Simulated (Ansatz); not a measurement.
# Pressure series in WC

The parent structure is WC (space group P-6m2, No. 187; a = 2.912 Å, c = 2.836 Å).

Cell and atoms are relaxed at each pressure.

Method: Ansatz (a quantum-chemistry and plane-wave program) r2SCAN, spin-orbit coupling left out.

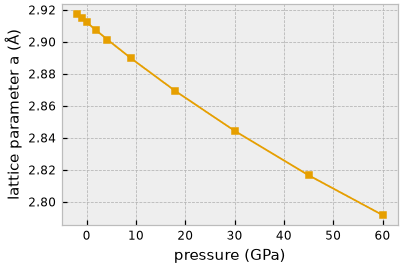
Figure: Lattice parameter a against pressure

Task: From the plot, what is the lattice parameter a for pressure 4.2 GPa?

Result: About 2.90 Å.

Task: Is the trend monotonic over the range shown?

Result: Yes, it falls throughout, spanning 2.792 Å to 2.917 Å.

Load acts through the strain it causes; cell and atoms are relaxed under it. Stability against distortions was not tested. Competing high-pressure phases were not computed. The final runs are not spin-polarised.
